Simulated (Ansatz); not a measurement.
**BSiHO (triplet): correlated methods under varied settings at distance O2–Si3 = 1.661 Å**

What do other methods and options give for BSiHO (triplet) at this geometry, and how long do they take?

Method: the settings change from run to run; program: Ansatz 0.2.0, Gaussian basis.

13 further runs of the same task are left out: 12 that didn't finish, 1 set aside as unsound or not needed.

## Step 1: The system

The geometry derives from a PBE0/def2-TZVP stationary point (not a proven minimum). One bond is set to the value named and the two fragments are kept rigid.

4 atoms, charge 0, spin multiplicity 3.

Atoms are counted from 1 here; the program's logs count them from 0.

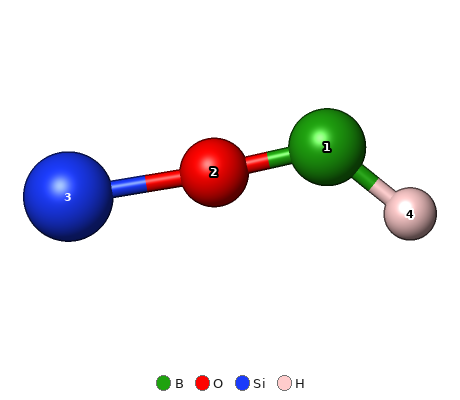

The structure; boron green, oxygen red, silicon blue, hydrogen pink; atoms are numbered from 1 in the order of the file.

## Step 2: MP2 on UHF/6-31G

in.yaml

```yaml
crystal:
  periodic: [false, false, false]
  atoms:
    - {symbol: B, position_ang: [0.000012, -0.289616, 0.856663]}
    - {symbol: O, position_ang: [-0.000018, -0.171632, -0.439229]}
    - {symbol: Si, position_ang: [0.000003, -0.114843, -2.099559]}
    - {symbol: H, position_ang: [0.000004, 0.576091, 1.682126]}
basis:
  gaussian: {orbitals: 6-31G}
magnetization: {spin_polarized: true, initial_magnetization: 2}
correlation: {method: mp2, electrons: all}
```

The run is started by

```console
$ ansatz run in.yaml --threads 1 --pin off --events-out ev --progress --plain --max-ram 2393MiB
```

The program printed:

```text
Functional definition: HF
  name "HF"
  cite "Fock, Z. Phys. 61, 126 (1930) doi:10.1007/BF01340294"
  parent pbe
  exchange = exact_x
  correlation = 0
373 factors; integrals over basis functions are off by at most 2.6e-4 eV
mean field evaluation 1: about -10581.3472 eV, gradient 1.9e1 eV
mean field evaluation 2: about -10581.3548 eV, gradient 1.9e1 eV
mean field evaluation 4: about -10583.5317 eV, gradient 2.9e0 eV
mean field evaluation 8: about -10583.7373 eV, gradient 1.5e-1 eV
mean field evaluation 16: about -10583.7043 eV, gradient 5.4e-1 eV
mean field evaluation 32: about -10583.7357 eV, gradient 1.3e-1 eV
mean field -10583.73798722 eV, -388.9451971150 hartree, gradient 3.0e-6 eV, S^2 2.013149; 6 other end points of the search recorded, 0 dependent functions left out
reference -10583.73798722 eV, -388.9451971150 hartree; 15, 13 occupied and 18, 20 virtual orbitals, 373 factors
second order -5.28390813 eV of doubles, -0.00000000 eV of singles
Total energy: -10589.02189535 eV, -389.1393771573 hartree
```

Wall time 2.1 s (1 thread of Intel Xeon at 2.50GHz, shared host).

From the report: ⟨S²⟩ of the determinant 2.013 (pure triplet: 2.00).

## Step 3: MRCISD+Q(14,8)/6-31G

Edit in.yaml of step 2 so:

```diff
@@ -9,3 +9,4 @@
   gaussian: {orbitals: 6-31G}
-magnetization: {spin_polarized: true, initial_magnetization: 2}
-correlation: {method: mp2, electrons: all}
+magnetization: {spin_polarized: false, initial_magnetization: 2}
+correlation: {method: fic_mrcisd_q, electrons: valence, active_space: {window: {electrons: 14, orbitals: 8}, states: [{multiplicity: 3, weights: [1, 1, 0.5]}]}}
+scf: {lower_state_search: off}
```

The command is unchanged.

The program printed, shortened:

```text
Functional definition: HF
  name "HF"
  cite "Fock, Z. Phys. 61, 126 (1930) doi:10.1007/BF01340294"
  parent pbe
[...]
666 factors; integrals over basis functions are off by at most 1.0e-7 eV
[...]
mean field -10583.67742591 eV, -388.9429715280 hartree, gradient 2.5e-6 eV, S^2 2.000000; 0 other end points of the search recorded, 0 dependent functions left out
reference -10583.67742591 eV, -388.9429715280 hartree; 15, 13 occupied and 18, 20 virtual orbitals, 666 factors
state -10583.60550098 eV, -388.9403283355 hartree
state -10577.65839165 eV, -388.7217760987 hartree
state -10574.11624264 eV, -388.5916045235 hartree
contracted CI cycle   1: correlation 0.00000000 eV, 0.0000000000 hartree, residual 2.07e1 eV
contracted CI cycle   2: correlation -4.92636187 eV, -0.1810404594 hartree, residual 3.90e0 eV
[...]
contracted CI cycle  25: correlation -6.98986650 eV, -0.2568728559 hartree, residual 7.46e-5 eV
contracted CI cycle  26: correlation -6.98986649 eV, -0.2568728557 hartree, residual 1.34e-3 eV
contracted CI cycle  27: correlation -6.98986650 eV, -0.2568728559 hartree, residual 5.28e-5 eV
contracted CI cycle  28: correlation -6.98986650 eV, -0.2568728559 hartree, residual 2.88e-5 eV
contracted CI cycle  29: correlation -6.98986650 eV, -0.2568728559 hartree, residual 3.15e-5 eV
contracted CI cycle  30: correlation -6.98986650 eV, -0.2568728559 hartree, residual 1.63e-4 eV
contracted CI cycle  31: correlation -6.98986650 eV, -0.2568728559 hartree, residual 6.09e-5 eV
contracted CI cycle  32: correlation -6.98986650 eV, -0.2568728559 hartree, residual 2.14e-5 eV
state -10574.11624264 eV, -388.5916045235 hartree; corrected -10586.75096819 eV, -389.0559221233 hartree
Total energy: -10586.57951389 eV, -389.0496212942 hartree
Checks for a lower state left out: stability, starts, cluster_reference, orbital_swaps, neighbouring_geometries, increment
```

Run time: 14 s. Hardware: 1 thread of Intel Xeon at 2.50GHz, shared host; peak memory 0.28 GiB.

From the report: 64 determinants; active occupations (of the averaged states) 2.00, 2.00, 2.00, 2.00, 1.88, 1.52, 1.40, 1.20.

## Step 4: CCSD(T) on UHF/6-31G*

in.yaml

```yaml
crystal:
  periodic: [false, false, false]
  atoms:
    - {symbol: B, position_ang: [0.000012, -0.289616, 0.856663]}
    - {symbol: O, position_ang: [-0.000018, -0.171632, -0.439229]}
    - {symbol: Si, position_ang: [0.000003, -0.114843, -2.099559]}
    - {symbol: H, position_ang: [0.000004, 0.576091, 1.682126]}
basis:
  gaussian: {orbitals: "6-31G*"}
magnetization: {spin_polarized: true, initial_magnetization: 2}
correlation: {method: ccsd_t, electrons: outside_noble_gas}
```

Launched as before.

The program printed, shortened:

```text
Functional definition: HF
  name "HF"
  cite "Fock, Z. Phys. 61, 126 (1930) doi:10.1007/BF01340294"
  parent pbe
[...]
464 factors; integrals over basis functions are off by at most 1.1e-3 eV
[...]
mean field -10585.21742216 eV, -388.9995653463 hartree, gradient 5.4e-6 eV, S^2 2.021132; 10 other end points of the search recorded, 0 dependent functions left out
determinant -10585.21742216 eV, -388.9995653463 hartree, with singles and doubles -10593.81140474 eV, -389.3153883811 hartree
determinant -10584.97299807 eV, -388.9905829265 hartree, with singles and doubles -10593.38539428 eV, -389.2997327853 hartree
determinant -10582.70018754 eV, -388.9070586804 hartree, with singles and doubles -10591.31514673 eV, -389.2236525909 hartree
determinant -10582.50366241 eV, -388.8998365151 hartree, with singles and doubles -10591.65386227 eV, -389.2361001577 hartree
determinant -10585.21742216 eV, -388.9995653463 hartree, with singles and doubles -10593.81702410 eV, -389.3155948886 hartree
determinant -10584.97299807 eV, -388.9905829265 hartree, with singles and doubles -10593.38597851 eV, -389.2997542554 hartree
7 core orbitals not correlated: weight in the atoms' cores, before any rotation towards them, 1.000 or more for the frozen orbitals, at most 0.000 for the correlated occupied ones
reference -10585.21742216 eV, -388.9995653463 hartree; 8, 6 occupied and 36, 38 virtual orbitals, 464 factors
second order -7.89524904 eV of doubles, -0.00000000 eV of singles
cycle   1  -8.59960240 eV  change   -4.6e-7 eV  update   3.8e-6
perturbative correction -0.26922299 eV, -0.0098937625 hartree
Total energy: -10594.08624755 eV, -389.3254886679 hartree
```

Wall time 25 s (1 thread of Intel Xeon at 2.50GHz, shared host).

From the report: ⟨S²⟩ of the determinant 2.021 (pure triplet: 2.00); correlation -8.8688 eV; T1 0.035; largest double amplitude 0.09.

## Step 5: BCCD(T)/cc-pVDZ

Edit in.yaml of step 4 so:

```diff
@@ -8,4 +8,5 @@
 basis:
-  gaussian: {orbitals: "6-31G*"}
-magnetization: {spin_polarized: true, initial_magnetization: 2}
-correlation: {method: ccsd_t, electrons: outside_noble_gas}
+  gaussian: {orbitals: cc-pVDZ}
+magnetization: {spin_polarized: false, initial_magnetization: 2}
+hamiltonian: {xc: {name: PBE0}}
+correlation: {method: bccd_t, electrons: valence, diis_vectors: 4}
```

The command is unchanged.

The program printed, shortened:

```text
Functional definition: PBE0
  name "PBE0"
  cite "Adamo & Barone, J. Chem. Phys. 110, 6158 (1999) doi:10.1063/1.478522"
  cite "Perdew, Burke & Ernzerhof, Phys. Rev. Lett. 77, 3865 (1996) doi:10.1103/PhysRevLett.77.3865"
  parent pbe
[...]
487 factors; integrals over basis functions are off by at most 9.0e-4 eV
[...]
mean field -10608.40794170 eV, -389.8518012203 hartree, gradient 3.1e-6 eV, S^2 2.000000; 4 other end points of the search recorded, 0 dependent functions left out
[...]
7 core orbitals not correlated: weight in the atoms' cores, before any rotation towards them, 1.000 or more for the frozen orbitals, at most 0.000 for the correlated occupied ones
reference -10584.86114288 eV, -388.9864723244 hartree; 8, 6 occupied and 36, 38 virtual orbitals, 487 factors
second order -9.10405457 eV of doubles, -0.43927910 eV of singles
cycle   1  -9.32804797 eV  change    2.2e-1 eV  update   1.1e-1
[...]
cycle  14  -9.79318658 eV  change    4.8e-6 eV  update   1.5e-5
perturbative correction -0.32993914 eV, -0.0121250396 hartree
Total energy: -10594.98426860 eV, -389.3584903329 hartree
```

Wall time 15 s (1 thread of Intel Xeon at 2.50GHz, shared host).

From the report: correlation -10.1231 eV; largest double amplitude 0.09.

## Step 6: BCCD/cc-pVDZ

Edit in.yaml of step 5 so:

```diff
@@ -10,3 +10,5 @@
 magnetization: {spin_polarized: false, initial_magnetization: 2}
-hamiltonian: {xc: {name: PBE0}}
-correlation: {method: bccd_t, electrons: valence, diis_vectors: 4}
+hamiltonian: {xc: {name: B3LYP}}
+correlation: {method: bccd, electrons: outside_noble_gas}
+accuracy: high
+scf: {omitted_lower_state_checks: [cluster_reference]}
```

Launched as before.

The program printed, shortened:

```text
Functional definition: B3LYP
  name "B3LYP"
  cite "Stephens, Devlin, Chabalowski & Frisch, J. Phys. Chem. 98, 11623 (1994) doi:10.1021/j100096a001"
  cite "Becke, Phys. Rev. A 38, 3098 (1988) doi:10.1103/PhysRevA.38.3098"
  cite "Lee, Yang & Parr, Phys. Rev. B 37, 785 (1988) doi:10.1103/PhysRevB.37.785"
  cite "Vosko, Wilk & Nusair, Can. J. Phys. 58, 1200 (1980) doi:10.1139/p80-159"
[...]
1035 factors; integrals over basis functions are off by at most 3.7e-9 eV
[...]
mean field -10615.63616374 eV, -390.1174334810 hartree, gradient 2.4e-8 eV, S^2 2.000000; 4 other end points of the search recorded, 0 dependent functions left out
7 core orbitals not correlated: weight in the atoms' cores, before any rotation towards them, 1.000 or more for the frozen orbitals, at most 0.000 for the correlated occupied ones
reference -10584.73062069 eV, -388.9816757222 hartree; 8, 6 occupied and 36, 38 virtual orbitals, 1035 factors
second order -9.18786272 eV of doubles, -0.49982309 eV of singles
cycle   1  -9.43291135 eV  change    2.6e-1 eV  update   1.1e-1
[...]
cycle  29  -9.90610813 eV  change  -6.6e-10 eV  update   1.6e-9
Total energy: -10594.63672882 eV, -389.3457184814 hartree
Checks for a lower state left out: cluster_reference
```

Run time: 30 s. Hardware: 1 thread of Intel Xeon at 2.50GHz, shared host; peak memory 0.32 GiB.

From the report: correlation -9.9061 eV; largest double amplitude 0.09.

## Step 7: BCCD(T) on ROHF/cc-pVDZ

Edit in.yaml of step 6 so:

```diff
@@ -10,5 +10,4 @@
 magnetization: {spin_polarized: false, initial_magnetization: 2}
-hamiltonian: {xc: {name: B3LYP}}
-correlation: {method: bccd, electrons: outside_noble_gas}
-accuracy: high
-scf: {omitted_lower_state_checks: [cluster_reference]}
+hamiltonian: {pseudopotentials: {relativity: scalar}}
+correlation: {method: bccd_t, electrons: valence}
+output: {forces: true}
```

Same command.

The program printed, shortened:

```text
Functional definition: HF
  name "HF"
  cite "Fock, Z. Phys. 61, 126 (1930) doi:10.1007/BF01340294"
  parent pbe
[...]
487 factors; integrals over basis functions are off by at most 9.0e-4 eV
[...]
mean field -10601.83725244 eV, -389.6103328437 hartree, gradient 1.8e-6 eV, S^2 2.000000; 7 other end points of the search recorded, 0 dependent functions left out
[...]
determinant -10601.83725244 eV, -389.6103328437 hartree, with singles and doubles -10611.01050865 eV, -389.9474437918 hartree
determinant -10601.59246792 eV, -389.6013371784 hartree, with singles and doubles -10610.58679814 eV, -389.9318727176 hartree
determinant -10599.26927444 eV, -389.5159613931 hartree, with singles and doubles -10608.53540526 eV, -389.8564854197 hartree
determinant -10601.83725244 eV, -389.6103328437 hartree, with singles and doubles -10611.01617816 eV, -389.9476521422 hartree
[...]
reference -10601.83725244 eV, -389.6103328437 hartree; 8, 6 occupied and 36, 38 virtual orbitals, 487 factors
second order -8.29577124 eV of doubles, -0.08951315 eV of singles
cycle   1  -9.14456195 eV  change    3.4e-2 eV  update   2.0e-2
[...]
cycle  18  -9.14789947 eV  change   -2.9e-8 eV  update   7.7e-8
perturbative correction -0.32985557 eV, -0.0121219686 hartree
[...]
Total energy: -10611.31500747 eV, -389.9586339170 hartree
Relativity: scalar
Atom 0 at     0.000012    -0.289616     0.856663 Å, force     0.000020    -0.562181     1.210009 eV/Å
Atom 1 at    -0.000018    -0.171632    -0.439229 Å, force    -0.000014     0.163201     0.254840 eV/Å
Atom 2 at     0.000003    -0.114843    -2.099559 Å, force     0.000002     0.056862    -1.651216 eV/Å
Atom 3 at     0.000004     0.576091     1.682126 Å, force    -0.000008     0.342118     0.186367 eV/Å
Dipole moment:     0.000001     0.081753    -0.115727 e Å
```

Wall time 44 s (1 thread of Intel Xeon at 2.50GHz, shared host).

From the report: correlation -9.4778 eV; largest double amplitude 0.09.

## Step 8: The runs in one table

Where basis and cores are those of an earlier UCCSDT(Q)/cc-pVDZ run (-10595.1014 eV), and the state is the same kind, the miss against it is given.

| level | correlated | functions | energy (eV) | from UCCSDT(Q) (meV) | time |
| --- | --- | --- | --- | --- | --- |
| MP2 on UHF/6-31G | all | 33 | -10589.0219 |  | 2.1 s |
| MRCISD+Q(14,8)/6-31G (mean of several states) | valence | 33 | -10586.5795 |  | 14 s |
| CCSD(T) on UHF/6-31G* | outside noble gas | 51 | -10594.0862 |  | 25 s |
| BCCD(T)/cc-pVDZ (on PBE0 orbitals) | valence | 51 | -10594.9843 | 117.1 | 15 s |
| BCCD/cc-pVDZ (on B3LYP orbitals) | outside noble gas | 51 | -10594.6367 | 464.7 | 30 s |
| BCCD(T) on ROHF/cc-pVDZ (relativity set) | valence | 51 | -10611.3150 |  | 44 s |

## Step 9: What came out

| quantity | value |
| --- | --- |
| runs | 6 |
| quickest | MP2 on UHF/6-31G, 2.1 s |
| slowest | BCCD(T) on ROHF/cc-pVDZ (relativity set), 44 s |

**Reading.** Total energies in different bases, with other cores or another treatment of relativity can't be set against each other. BCCD(T) on ROHF/cc-pVDZ (relativity set) took 21 times as long as MP2 on UHF/6-31G; the jobs differ in more than the method. Among the correlated runs with a miss given, it spans +117 to +465 meV. Cores frozen from Kohn-Sham orbitals shift the total energy.
